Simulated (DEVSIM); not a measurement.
Device: Ni/HfO2/p-Si capacitor, at 300 K.

```tsv
layer (left to right)	material	thickness (nm)	Na (cm⁻³)
1	HfO2	5.30	-
2	Si	710	3.2e17
```

Metal gate on the left, work function 5.1 eV. Fixed charge at the semiconductor interface 0 cm⁻² (in units of +e); no interface traps.

The device is made up for the run: typed textbook-type constants, with dimensions and the other settings drawn at random. Values at 300 K.

```tsv
parameter	HfO2	Si
gap (eV)	5.7	1.124
affinity (eV)	2.5	4.05
permittivity	22	11.7
Nc (cm⁻³)	-	2.86e19
Nv (cm⁻³)	-	3.1e19
```

DEVSIM, 1D Poisson equation in equilibrium, Boltzmann statistics, complete ionisation; no quantum confinement or tunnelling. Metal contacts follow the ideal Schottky-Mott rule: no Fermi-level pinning, no interface dipoles.

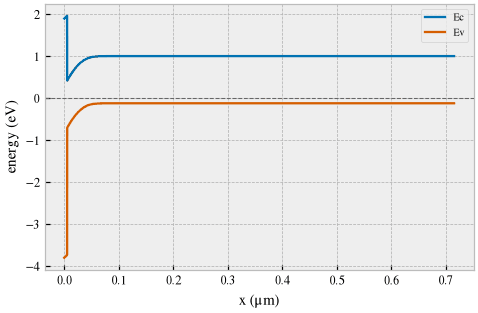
Band edges at 0.7 V on the gate

Energies count from the Fermi level of the right contact; mesh points crowd at the junctions.

```csv
x (μm),Ec (eV),Ev (eV),n (cm⁻³),p (cm⁻³),field (V/cm)
0.000,1.900,-3.800,< 1e2,< 1e2,130000
0.0009040,1.911,-3.789,< 1e2,< 1e2,130000
0.002113,1.927,-3.773,< 1e2,< 1e2,130000
0.003608,1.945,-3.755,< 1e2,< 1e2,130000
0.005031,1.963,-3.737,< 1e2,< 1e2,130000
0.005824,0.429,-0.695,1.8e12,6.5e7,230000
0.007344,0.464,-0.660,4.6e11,2.5e8,230000
0.01160,0.556,-0.568,1.3e10,8.8e9,200000
0.01785,0.674,-0.450,1.4e8,8.6e11,170000
0.03020,0.851,-0.273,140000,8.1e14,110000
0.05201,0.988,-0.136,720,1.6e17,22000
0.1156,1.006,-0.118,360,3.2e17,≈ 0
0.2159,1.006,-0.118,360,3.2e17,≈ 0
0.3946,1.006,-0.118,360,3.2e17,≈ 0
0.5734,1.006,-0.118,360,3.2e17,≈ 0
0.6412,1.006,-0.118,360,3.2e17,≈ 0
0.6768,1.006,-0.118,360,3.2e17,≈ 0
0.6949,1.006,-0.118,360,3.2e17,≈ 0
0.7072,1.006,-0.118,360,3.2e17,≈ 0
0.7116,1.006,-0.118,360,3.2e17,≈ 0
0.7138,1.006,-0.118,360,3.2e17,≈ 0
0.7153,1.006,-0.118,360,3.2e17,≈ 0
```
